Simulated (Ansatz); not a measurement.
H6NSi2 (SMILES N[SiH-][SiH3]) (charge −1)

The calculation's input:

```
crystal:
  periodic: [false, false, false]
  atoms:
    - { symbol: "N", position_ang: [-0.6721, 0.9163, -1.4542] }
    - { symbol: Si, position_ang: [-0.49564, 0.89119, 0.35592] }
    - { symbol: Si, position_ang: [-1.5104, 2.75325, 1.06456] }
    - { symbol: H, position_ang: [-1.3002, 0.18607, -1.7694] }
    - { symbol: H, position_ang: [-1.07853, 1.7914, -1.76157] }
    - { symbol: H, position_ang: [-1.5059, -0.23138, 0.56184] }
    - { symbol: H, position_ang: [-2.79615, 3.53179, 0.97276] }
    - { symbol: H, position_ang: [-0.57672, 3.89963, 0.80745] }
    - { symbol: H, position_ang: [-1.42795, 2.646, 2.55771] }
total_charge: -1
basis:
  gaussian: { orbitals: def2-SVP }
hamiltonian:
  xc: pbe
  dispersion: d4
relax:
  f_tol: 0.015
  max_steps: 40
output:
  orbitals: {}
```

Run with:

```sh
ansatz run input.yaml --threads 1 --pin off --max-ram 2048MiB --backend cpu --events-out ev --progress --plain --runs-dir out
```

The fields are those of the relaxed geometry.

The highest occupied orbital lies above zero, a sign that basis and functional describe the outermost electron poorly.

All numbers below come from RKS PBE-D4/def2-SVP in Ansatz.

Question: Predict the electron density and electron localisation function between the atoms.

Answer: Si–N (1.87 Å): ρ at the midpoint is about 0.83 e/Å³; the ELF peaks at about 0.90 between the atoms; a polar covalent bond.
Si–Si (2.42 Å): ρ is about 0.53 e/Å³ halfway; the ELF peaks at about 0.95 between the atoms, as expected for localised, covalent bonding.

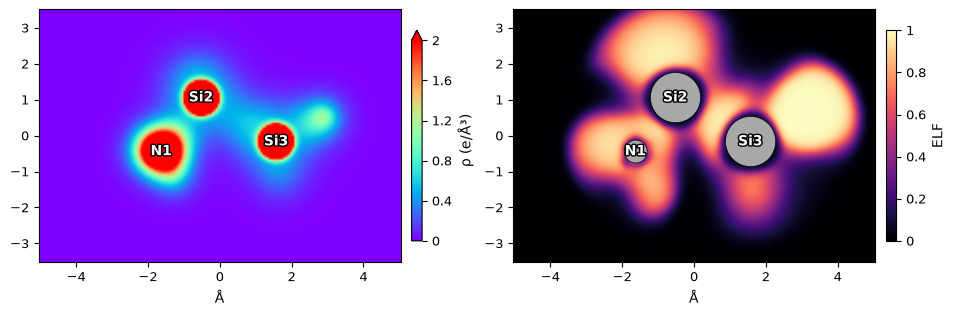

Computed electron density and electron localisation function on the plane of atoms N1, Si2 and Si3, in this order. Grey discs cover the atomic cores in the ELF map. 
